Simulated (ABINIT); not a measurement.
# SiC (P6_3mc): G0W0 with ABINIT, start to end, part 2 of 3

How does a plane-wave GW calculation on SiC (P6_3mc) run from the first input to the gap?

ABINIT 10.8.3; PBE and many-body steps on it, plane waves. Known limits of the many-body steps: not at the basis limit.

So far. Step 2 (Ground state): The gap is indirect, with the least direct gap 1.71 eV higher.

### Step 3. Bands along the symmetry lines

Level of this step: DFT, PBE, plane waves, norm-conserving pseudopotentials (ABINIT).

Levels along a band path, at the cheap level, show where the edges lie and whether the meshes to come will hold them.

Input file run.abi:

```
acell 3*1.0 Angstrom
rprim 
  3.073513928196 0.000000000001 0.000000000000
  -1.536756964099 2.661741140703 0.000000000000
  0.000000000000 0.000000000000 5.045247710000
ntypat 2
znucl 14 6
natom 4
typat 1 1 2 2
xred 
  0.333333333333 0.666666666667 0.499602400000
  0.666666666667 0.333333333333 0.999602400000
  0.333333333333 0.666666666667 0.875397600000
  0.666666666667 0.333333333333 0.375397600000
pp_dirpath "pseudos"
pseudos "Si.upf, C.upf"
ecut 37
iscf -2
irdden 1
kptopt 0
nkpt 75
kpt 
  0.00000000 0.00000000 0.00000000
  0.06250000 0.00000000 0.00000000
  0.12500000 0.00000000 0.00000000
  0.18750000 0.00000000 0.00000000
  0.25000000 0.00000000 0.00000000
  0.31250000 0.00000000 0.00000000
  0.37500000 0.00000000 0.00000000
  0.43750000 0.00000000 0.00000000
  0.50000000 0.00000000 0.00000000
  0.47916667 0.04166667 0.00000000
  0.45833333 0.08333333 0.00000000
  0.43750000 0.12500000 0.00000000
  0.41666666 0.16666666 0.00000000
  0.39583333 0.20833333 0.00000000
  0.37500000 0.25000000 0.00000000
  0.35416666 0.29166666 0.00000000
  0.33333333 0.33333333 0.00000000
  0.29166666 0.29166666 0.00000000
  0.25000000 0.25000000 0.00000000
  0.20833333 0.20833333 0.00000000
  0.16666666 0.16666666 0.00000000
  0.12500000 0.12500000 0.00000000
  0.08333333 0.08333333 0.00000000
  0.04166667 0.04166667 0.00000000
  0.00000000 0.00000000 0.00000000
  0.00000000 0.00000000 0.06250000
  0.00000000 0.00000000 0.12500000
  0.00000000 0.00000000 0.18750000
  0.00000000 0.00000000 0.25000000
  0.00000000 0.00000000 0.31250000
  0.00000000 0.00000000 0.37500000
  0.00000000 0.00000000 0.43750000
  0.00000000 0.00000000 0.50000000
  0.06250000 0.00000000 0.50000000
  0.12500000 0.00000000 0.50000000
  0.18750000 0.00000000 0.50000000
  0.25000000 0.00000000 0.50000000
  0.31250000 0.00000000 0.50000000
  0.37500000 0.00000000 0.50000000
  0.43750000 0.00000000 0.50000000
  0.50000000 0.00000000 0.50000000
  0.47916667 0.04166667 0.50000000
  0.45833333 0.08333333 0.50000000
  0.43750000 0.12500000 0.50000000
  0.41666666 0.16666666 0.50000000
  0.39583333 0.20833333 0.50000000
  0.37500000 0.25000000 0.50000000
  0.35416666 0.29166666 0.50000000
  0.33333333 0.33333333 0.50000000
  0.29166666 0.29166666 0.50000000
  0.25000000 0.25000000 0.50000000
  0.20833333 0.20833333 0.50000000
  0.16666666 0.16666666 0.50000000
  0.12500000 0.12500000 0.50000000
  0.08333333 0.08333333 0.50000000
  0.04166667 0.04166667 0.50000000
  0.00000000 0.00000000 0.50000000
  0.50000000 0.00000000 0.50000000
  0.50000000 0.00000000 0.43750000
  0.50000000 0.00000000 0.37500000
  0.50000000 0.00000000 0.31250000
  0.50000000 0.00000000 0.25000000
  0.50000000 0.00000000 0.18750000
  0.50000000 0.00000000 0.12500000
  0.50000000 0.00000000 0.06250000
  0.50000000 -0.00000000 0.00000000
  0.33333333 0.33333333 0.50000000
  0.33333333 0.33333333 0.43750000
  0.33333333 0.33333333 0.37500000
  0.33333333 0.33333333 0.31250000
  0.33333333 0.33333333 0.25000000
  0.33333333 0.33333333 0.18750000
  0.33333333 0.33333333 0.12500000
  0.33333333 0.33333333 0.06250000
  0.33333333 0.33333333 0.00000000
istwfk *1
nband 15
nbdbuf 2
tolwfr 1e-08
nstep 40
prtwf 0
prtvol 0
indata_prefix "in"
outdata_prefix "out"
tmpdata_prefix "tmp"
```

On the command line:

```sh
$ OMP_NUM_THREADS=1 mpirun -n 8 abinit run.abi > log
```

Numbers of over 12 decimals in the logs are rounded to 6 here.

Log:

```text
.Version 10.8.3 of ABINIT. v10.8.2 released Aug 2026.

 Symmetries : space group P6_3 m c (#186); Bravais hP (primitive hexag.)
[... echo of the input left out ...]
== DATASET  1 ==================================================================
-   mpi_nproc: 8, omp_nthreads: 1 (-1 if OMP is not activated)

--- !DatasetInfo
iteration_state: {dtset: 1, }
dimensions: {natom: 4, nkpt: 75, mband: 15, nsppol: 1, nspinor: 1, nspden: 1, mpw: 3024, }
cutoff_energies: {ecut:  37.0, pawecutdg:  -1.0, }
electrons: {nelect:   1.60000000E+01, charge:   0.00000000E+00, occopt:   1.00000000E+00, tsmear:   1.00000000E-02, }

 Real(R)+Recip(G) space primitive vectors, cartesian coordinates (Bohr,Bohr^-1):
 R(1)=  5.8080996  0.0000000  0.0000000  G(1)=  0.1721734  0.0994043  0.0000000
 R(2)= -2.9040498  5.0299618  0.0000000  G(2)=  0.0000000  0.1988087  0.0000000
 R(3)=  0.0000000  0.0000000  9.5341364  G(3)=  0.0000000  0.0000000  0.1048863
 Unit cell volume ucvol=  2.7853521E+02 bohr^3
 Angles (23,13,12)=  9.00000000E+01  9.00000000E+01  1.20000000E+02 degrees

 getcut: wavevector=  0.0000  0.0000  0.0000  ngfft=  32  32  54
         ecut(hartree)=     37.000   => boxcut(ratio)=   2.01210

--- Pseudopotential description ------------------------------------------------
- Si Generated using ONCVPSP code by D. R. Hamann
- 14.00000   4.00000  171031                  znucl, zion, pspdat
12 -101130 2 -1 1510                          pspcod,pspxc,lmax,lloc,mmax
     nproj     2     2     2
  pspatm : epsatm=    9.34321561
         --- l  ekb(1:nproj) -->
             0    5.168965    0.829883
             1    2.571282    0.578307
             2   -2.427311   -0.488097
 pspatm: atomic psp has been read  and splines computed

- C Generated using ONCVPSP code by D. R. Hamann
-  6.00000   4.00000  171031                  znucl, zion, pspdat
12 -101130 1 -1 1248                          pspcod,pspxc,lmax,lloc,mmax
     nproj     2     2     0
  pspatm : epsatm=    4.31346680
         --- l  ekb(1:nproj) -->
[...]
pspatm: atomic psp has been read  and splines computed

--------------------------------------------------------------------------------

================================================================================
 prteigrs : about to open file out_EIG
 Non-SCF case, kpt    1 (  0.00000  0.00000  0.00000), residuals and eigenvalues=
  2.52E-09  6.76E-09  9.65E-09  2.15E-09  7.33E-09  4.75E-09  2.52E-09  8.15E-09
  4.37E-09  5.05E-09  2.54E-09  5.69E-09  6.22E-09  7.21E-09  7.81E-09
 -3.1539E-01 -1.8408E-01 -6.2808E-02  2.0921E-01  2.0921E-01  2.5351E-01
  2.5768E-01  2.5768E-01  4.3483E-01  4.8624E-01  5.0324E-01  5.0324E-01
[...]
Non-SCF case, kpt    2 (  0.06250  0.00000  0.00000), residuals and eigenvalues=
  2.65E-09  2.22E-09  3.24E-09  5.88E-09  4.61E-09  4.15E-09  9.65E-09  8.02E-09
[...]
Non-SCF case, kpt   74 (  0.33333  0.33333  0.06250), residuals and eigenvalues=
[...]
Non-SCF case, kpt   75 (  0.33333  0.33333  0.00000), residuals and eigenvalues=
[...]
-1.4978E-01 -1.4978E-01  9.4070E-03  2.7314E-02  2.7314E-02  1.0872E-01
  1.0872E-01  1.1650E-01  3.4129E-01  5.5836E-01  5.8348E-01  5.8348E-01
[...]
--- !ResultsGS
iteration_state: {dtset: 1, }
comment   : Summary of ground state results
lattice_vectors:
- [  5.8080996,   0.0000000,   0.0000000, ]
- [ -2.9040498,   5.0299618,   0.0000000, ]
- [  0.0000000,   0.0000000,   9.5341364, ]
lattice_lengths: [   5.80810,    5.80810,    9.53414, ]
lattice_angles: [ 90.000,  90.000, 120.000, ] # degrees, (23, 13, 12)
lattice_volume:   2.7853521E+02
convergence: {deltae:  0.000E+00, res2:  0.000E+00, residm:  9.976E-09, diffor:  0.000E+00, }
etotal    :  -2.05387368E+01
entropy   :   0.00000000E+00
fermie    :   2.57677472E-01
cartesian_stress_tensor: null
pressure_GPa: null
xred      :
- [  3.3333E-01,   6.6667E-01,   4.9960E-01, Si]
- [  6.6667E-01,   3.3333E-01,   9.9960E-01, Si]
- [  3.3333E-01,   6.6667E-01,   8.7540E-01,  C]
- [  6.6667E-01,   3.3333E-01,   3.7540E-01,  C]
cartesian_forces: null
force_length_stats: {min: null, max: null, mean: null, }

 Integrated electronic density in atomic spheres:
 ------------------------------------------------
 Atom  Sphere_radius  Integrated_density
[...]
================================================================================

 ----iterations are completed or convergence reached----

 Mean square residual over all n,k,spin=   52.777E-10; max=  99.759E-10
 reduced coordinates (array xred) for    4 atoms
[...]
0.333333333333      0.666666666667      0.875397600000
       0.666666666667      0.333333333333      0.375397600000

 cartesian coordinates (angstrom) at end:
    1     -6.7e-13     1.774494     2.520618
    2      1.536757     0.887247     5.043242
    3     -6.7e-13     1.774494     4.416598
    4      1.536757     0.887247     1.893974
 length scales=  1.889726125908  1.889726125908  1.889726125908 bohr
              =  1.000000000000  1.000000000000  1.000000000000 angstroms
 prteigrs : about to open file out_EIG
 Eigenvalues (hartree) for nkpt=  75  k points:
 kpt#   1, nband= 15, wtk=  1.00000, kpt=  0.0000  0.0000  0.0000 (reduced coord)
[...]
kpt#   2, nband= 15, wtk=  1.00000, kpt=  0.0625  0.0000  0.0000 (reduced coord)
[...]
kpt#   3, nband= 15, wtk=  1.00000, kpt=  0.1250  0.0000  0.0000 (reduced coord)
[...]
kpt#  74, nband= 15, wtk=  1.00000, kpt=  0.3333  0.3333  0.0625 (reduced coord)
  -0.14943   -0.14943    0.01007    0.02395    0.02395    0.11297    0.11297    0.11460
   0.34448    0.55781    0.57151    0.57151    0.61901    0.61901    0.68683
 kpt#  75, nband= 15, wtk=  1.00000, kpt=  0.3333  0.3333  0.0000 (reduced coord)
  -0.14978   -0.14978    0.00941    0.02731    0.02731    0.10872    0.10872    0.11650
   0.34129    0.55836    0.58348    0.58348    0.61314    0.61314    0.68177

== END DATASET(S) ==============================================================
================================================================================

 -outvars: echo values of variables after computation  --------
            nband          15
             nkpt          75
          spgroup         186
 [... the other variables as echoed above ...]

 Calculation completed.
```

It took 8.1 s on 8 MPI ranks of Arm Neoverse V1, shared host; peak memory 0.51 GiB.

This step gave:

| Property | Result |
| --- | --- |
| gap | 2.275 eV |
| k of the valence top | 0, 0, 0 |
| k of the conduction bottom | 0.3333, 0.3333, 0 |
| least direct gap | 3.985 eV |

The gap is 2.275 eV, as in the run before at this level.

Electronic bands along the path, in eV, zero at the top of the highest filled band; v1 is the highest filled band, c1 the lowest empty one:

| point | v4 | v3 | v2 | v1 | c1 | c2 | c3 | c4 |
| --- | --- | --- | --- | --- | --- | --- | --- | --- |
| Γ | -1.32 | -0.11 | 0.00 | 0.00 | 4.82 | 6.22 | 6.68 | 6.68 |
| M | -5.45 | -3.33 | -3.30 | -1.20 | 2.79 | 4.23 | 6.90 | 7.14 |
| K | -6.27 | -4.05 | -4.05 | -3.84 | 2.28 | 8.18 | 8.87 | 8.87 |
| Γ | -1.32 | -0.11 | 0.00 | 0.00 | 4.82 | 6.22 | 6.68 | 6.68 |
| A | -0.71 | -0.71 | -0.71 | -0.71 | 5.91 | 5.91 | 7.37 | 7.37 |
| L | -2.45 | -2.45 | -2.34 | -2.34 | 3.29 | 3.29 | 5.27 | 5.27 |
| H | -5.66 | -5.66 | -1.74 | -1.74 | 5.08 | 5.08 | 6.02 | 6.02 |
| A | -0.71 | -0.71 | -0.71 | -0.71 | 5.91 | 5.91 | 7.37 | 7.37 |
| jump to L | -2.45 | -2.45 | -2.34 | -2.34 | 3.29 | 3.29 | 5.27 | 5.27 |
| M | -5.45 | -3.33 | -3.30 | -1.20 | 2.79 | 4.23 | 6.90 | 7.14 |
| jump to H | -5.66 | -5.66 | -1.74 | -1.74 | 5.08 | 5.08 | 6.02 | 6.02 |
| K | -6.27 | -4.05 | -4.05 | -3.84 | 2.28 | 8.18 | 8.87 | 8.87 |

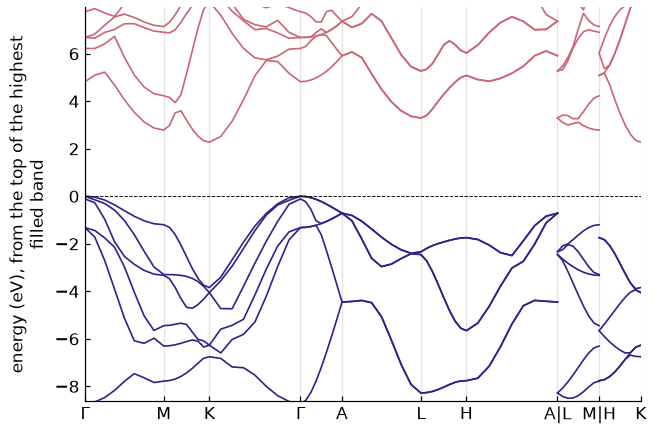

Electronic bands along the path; lines of filled and empty bands in two colours.

### Step 4. Empty states on the mesh, 6×6×4 mesh, 167 bands

The sums over transitions need many empty states on a uniform mesh; this step solves for them.

Input file run.abi:

```
acell 3*1.0 Angstrom
rprim 
  3.073513928196 0.000000000001 0.000000000000
  -1.536756964099 2.661741140703 0.000000000000
  0.000000000000 0.000000000000 5.045247710000
ntypat 2
znucl 14 6
natom 4
typat 1 1 2 2
xred 
  0.333333333333 0.666666666667 0.499602400000
  0.666666666667 0.333333333333 0.999602400000
  0.333333333333 0.666666666667 0.875397600000
  0.666666666667 0.333333333333 0.375397600000
pp_dirpath "pseudos"
pseudos "Si.upf, C.upf"
ecut 37
ngkpt 6 6 4
nshiftk 1
shiftk 0 0 0
kptopt 1
chksymbreak 0
irdden 1
istwfk *1
nband 167
prtvol 0
optdriver 6
gwr_task "HDIAGO"
paral_kgb 0
occopt 1
indata_prefix "in"
outdata_prefix "out"
tmpdata_prefix "tmp"
```

Log:

```text
[banner, memory and clock lines left out]
.Version 10.8.3 of ABINIT. v10.8.2 released Aug 2026.

 Symmetries : space group P6_3 m c (#186); Bravais hP (primitive hexag.)
[... echo of the input left out ...]
== DATASET  1 ==================================================================
-   mpi_nproc: 8, omp_nthreads: 1 (-1 if OMP is not activated)

--- !DatasetInfo
iteration_state: {dtset: 1, }
dimensions: {natom: 4, nkpt: 21, mband: 167, nsppol: 1, nspinor: 1, nspden: 1, mpw: 3015, }
cutoff_energies: {ecut:  37.0, pawecutdg:  -1.0, }
electrons: {nelect:   1.60000000E+01, charge:   0.00000000E+00, occopt:   1.00000000E+00, tsmear:   1.00000000E-02, }

.Using double precision arithmetic; gwpc =  8

- Reading GS density from: in_DEN

--- Pseudopotential description ------------------------------------------------
- Si Generated using ONCVPSP code by D. R. Hamann
- 14.00000   4.00000  171031                  znucl, zion, pspdat
12 -101130 2 -1 1510                          pspcod,pspxc,lmax,lloc,mmax
     nproj     2     2     2
  pspatm : epsatm=    9.34321561
         --- l  ekb(1:nproj) -->
             0    5.168965    0.829883
             1    2.571282    0.578307
             2   -2.427311   -0.488097
 pspatm: atomic psp has been read  and splines computed

- C Generated using ONCVPSP code by D. R. Hamann
-  6.00000   4.00000  171031                  znucl, zion, pspdat
12 -101130 1 -1 1248                          pspcod,pspxc,lmax,lloc,mmax
     nproj     2     2     0
  pspatm : epsatm=    4.31346680
         --- l  ekb(1:nproj) -->
             0    6.481548    0.385504
             1   -4.199961   -0.877517
 pspatm: atomic psp has been read  and splines computed

   4.37013837E+02                                ecore*ucvol(ha*bohr**3)

 Total charge density [el/Bohr^3]
)     Maximum=    2.8030E-01  at reduced coord.    0.4063    0.7813    0.9074
)     Minimum=    1.9153E-03  at reduced coord.    0.6563    0.3125    0.0000
   Integrated=    1.6000E+01

 === KS gaps after direct diagonalization ===
 Indirect band gap semiconductor
 Fundamental gap:     2.275 (eV)
   VBM:     7.012 (eV) at k: [ 0.0000E+00,  0.0000E+00,  0.0000E+00]
   CBM:     9.287 (eV) at k: [ 3.3333E-01,  3.3333E-01,  0.0000E+00]
 Direct gap:         3.985 (eV) at k: [ 5.0000E-01,  0.0000E+00,  0.0000E+00]

== END DATASET(S) ==============================================================

 -outvars: echo values of variables after computation  --------
           etotal      0.0000000000E+00
            nband         167
             nkpt          21
          spgroup         186
 [... the other variables as echoed above ...]

 Calculation completed.
```

Elapsed: 65 s, on 8 MPI ranks; peak memory 4.3 GiB; 8.7 min of CPU time.

Numbers from this step:

```yaml
gap: 2.275 eV
k_of_the_valence_top: 0, 0, 0
k_of_the_conduction_bottom: 0.3333, 0.3333, 0
least_direct_gap: 3.985 eV
k_points_computed: 21
lowest_point_of_the_top_converged_band_above_the_valence_top: 121.3569 eV
```

On this mesh the gap is 2.275 eV.

### Step 5. Screening, 6×6×4 mesh, 159 bands, screening to 195.9 eV

The RPA dielectric matrix is built and inverted for each q.

This step: RPA screening on PBE, plane waves, norm-conserving pseudopotentials.

run.abi: that of step 4 with these lines changed.

```diff
@@ -22,10 +22,11 @@
 chksymbreak 0
-irdden 1
 istwfk *1
-nband 167
-prtvol 0
-optdriver 6
-gwr_task "HDIAGO"
-paral_kgb 0
 occopt 1
+irdwfk 1
+optdriver 3
+nband 159
+ecuteps 7.2
+inclvkb 2
+awtr 1
+symchi 1
 indata_prefix "in"
```

Log:

```text
.Version 10.8.3 of ABINIT. v10.8.2 released Aug 2026.

 Symmetries : space group P6_3 m c (#186); Bravais hP (primitive hexag.)
[... echo of the input left out ...]
== DATASET  1 ==================================================================
-   mpi_nproc: 8, omp_nthreads: 1 (-1 if OMP is not activated)

--- !DatasetInfo
iteration_state: {dtset: 1, }
dimensions: {natom: 4, nkpt: 21, mband: 159, nsppol: 1, nspinor: 1, nspden: 1, mpw: 3015, }
cutoff_energies: {ecut:  37.0, pawecutdg:  -1.0, }
electrons: {nelect:   1.60000000E+01, charge:   0.00000000E+00, occopt:   1.00000000E+00, tsmear:   1.00000000E-02, }

 SCREENING: Calculation of the susceptibility and dielectric matrices

 Based on a program developped by R.W. Godby, V. Olevano, G. Onida, and L. Reining.
 Incorporated in ABINIT by V. Olevano, G.-M. Rignanese, and M. Torrent.
.Using double precision arithmetic ; gwpc =  8

[... cell and pseudopotentials left out ...]
--------------------------------------------------------------------------------

 ==== K-mesh for the wavefunctions ====
 Number of points in the irreducible wedge :    21
[... list of points left out ...]
 Together with 12 symmetry operations and time-reversal symmetry
 yields   144 points in the full Brillouin Zone.

 ==== Q-mesh for the screening function ====
 Number of points in the irreducible wedge :    21
[... list of points left out ...]
 Together with 12 symmetry operations and time-reversal symmetry
 yields   144 points in the full Brillouin Zone.

 setmesh: FFT mesh size selected  =    20x   20x   40
          total number of points  =        16000

 vcoul_init : cutoff-mode = AUXILIARY_FUNCTION
 q-points for optical limit:   1
     1)      0.000010    0.000020    0.000030

- screening: taking advantage of time-reversal symmetry
- Maximum band index for partially occupied states nbvw = 8
- Remaining bands to be divided among processors   nbcw = 151
- Number of bands treated by each node ~18

 Number of electrons calculated from density =   16.0000; Expected =   16.0000
 average of density, n =  0.057443
 r_s =    1.6078
 omega_plasma =   23.1193 [eV]

 calculating chi0 at frequencies [eV] :
  1    0.000000E+00    0.000000E+00
  2    0.000000E+00    2.311935E+01

--------------------------------------------------------------------------------
  q-point number  1        q = ( 0.000000, 0.000000, 0.000000) [r.l.u.]
--------------------------------------------------------------------------------
[... chi0 elements left out ...]
 For q-point:  0.000010 0.000020 0.000030
  dielectric constant =   6.8554
  dielectric constant without local fields =   7.5084

  Average fulfillment of the sum rule on Im[epsilon] for q-point    1 :     90.65  [%]
[... wings left out ...]
  q-point number  2        q = ( 0.166667, 0.000000, 0.000000) [r.l.u.]
--------------------------------------------------------------------------------
[... chi0 elements left out ...]
  Average fulfillment of the sum rule on Im[epsilon] for q-point    2 :     94.34  [%]

 [... 19 further q-points ...]
```

Wall time 91 s (8 MPI ranks); peak memory 2.1 GiB; 12 min of CPU time.

This step gave:

```yaml
eps_infinity_with_local_fields_on_this_mesh_along_the_program_s_q_direction: 6.855
the_same_without_local_fields: 7.508
plasma_frequency: 23.12 eV
plane_waves_in_the_screening_matrix: 251
```

Local fields lower ε∞ by 9 %.

(Continued in part 3 of 3.)

[Paths, hosts, dates, memory and timing lines, banners, echoed tables and standing remarks are left out of the program output.]

[Logs are printed without paths, hosts, clocks, repeated set-up lines and the standing remarks that a program may print on its own settings, such as how far it seeks lower states.]

[Runs of the session that timed out or met a known fault of the program may be left out.]

[Hosts, paths, dates, database ids (printed as entryN), source tags and the programs' standing remarks are cut or masked in the printed files.]

[G0W0 gaps are taken among the corrected bands and points alone; a level outside them can change the order at an edge.]

[Where Ansatz stands beside ABINIT at settings called matched, ABINIT's density can come from a denser mesh and the files from another edition; pairs whose starting gaps differed by over 0.03 eV were left out, so agreement reads better than it is.]
